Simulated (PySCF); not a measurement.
Vertical excitations of a molecule CH₄ClGeNSi from PySCF with TDDFT-PBE/def2-SVPD, as energy in eV (oscillator strength): 3.53 (0.000), 4.33 (0.000), 4.38 (0.001), 4.76 (0.003), 4.99 (0.011), 5.53 (0.019), 5.57 (0.002), 5.85 (0.073), 5.91 (0.017), 5.99 (0.055). Lowest triplet (TDA): 2.91 eV. Coordinates come from a B3LYP-D3(BJ)/def2-SVP optimisation. One conformer was computed; it need not be the lowest.

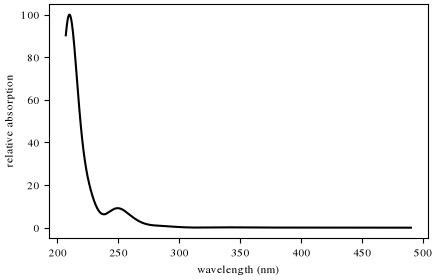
The lines broadened by 0.4 eV.

Which structure fits?
A) Cl[Si@H]1C=[N][GeH2]1
B) Cl[Si@H]1N=[CH][GeH2]1
C) [Cl][Ge@H]1[CH]=N[SiH2]1
D) [Cl][Ge@H]1[N]=C[SiH2]1

B, Cl[Si@H]1N=[CH][GeH2]1
